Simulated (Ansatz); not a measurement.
Consider H₉NSi₃.

```yaml
atoms:
  - { symbol: Si, position_ang: [-0.0087, 0.0114, 0.1357] }
  - { symbol: N, position_ang: [0.1624, -0.2409, 1.8823] }
  - { symbol: H, position_ang: [-0.5485, -0.6893, 2.4363] }
  - { symbol: H, position_ang: [0.9141, 0.1635, 2.4158] }
  - { symbol: Si, position_ang: [2.1506, 0.1541, -0.8020] }
  - { symbol: H, position_ang: [2.8611, -1.1685, -0.7069] }
  - { symbol: H, position_ang: [2.0680, 0.5482, -2.2523] }
  - { symbol: H, position_ang: [2.9801, 1.1847, -0.0805] }
  - { symbol: H, position_ang: [-0.7561, 1.2758, -0.2438] }
  - { symbol: Si, position_ang: [-1.2042, -1.8144, -0.7589] }
  - { symbol: H, position_ang: [-2.4820, -2.0422, 0.0068] }
  - { symbol: H, position_ang: [-1.5585, -1.5567, -2.1992] }
  - { symbol: H, position_ang: [-0.3849, -3.0742, -0.6876] }
```

Level of theory: Ansatz 0.2.0, RKS PBE0-D4/6-31G.

Question: What can the converged electron density and electron localisation function tell about the bonding?

Answer: Si–N (1.77 Å): ρ at the midpoint is about 0.85 e/Å³; the ELF peaks at about 0.90 between the atoms; a shared but strongly polarised pair.
Si–Si (2.36 Å): the density is about 0.52 e/Å³ at the midpoint; the ELF peaks at about 0.95 between the atoms (localised, covalent bonding).
Si–H (1.51 Å): the density is about 0.65 e/Å³ at the midpoint; the ELF climbs to about 1 towards the hydrogen, as it does in any bond to H.

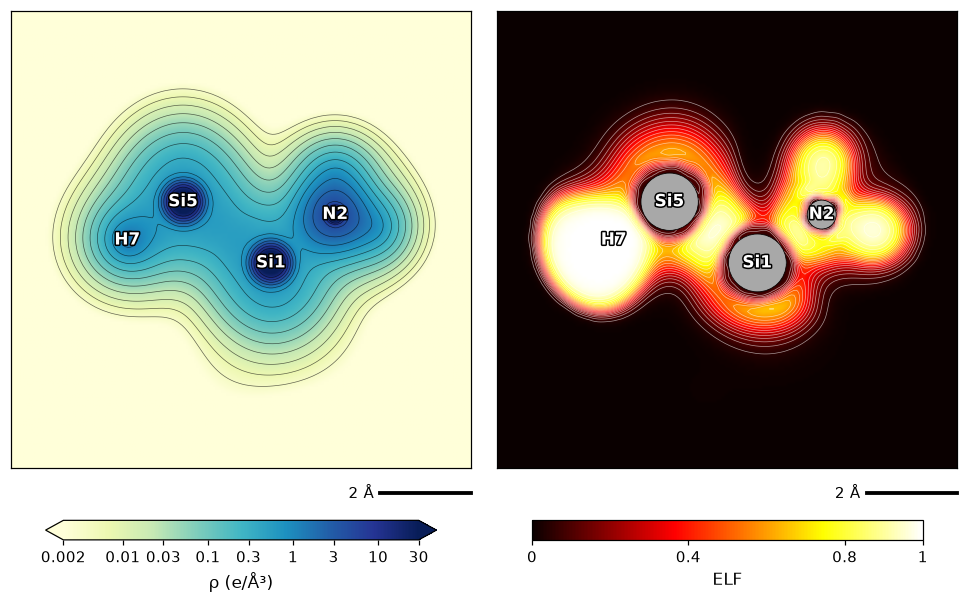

Computed electron density and electron localisation function on the plane of atoms N2, Si1 and Si5, in this order. Grey discs cover the atomic cores in the ELF map. 
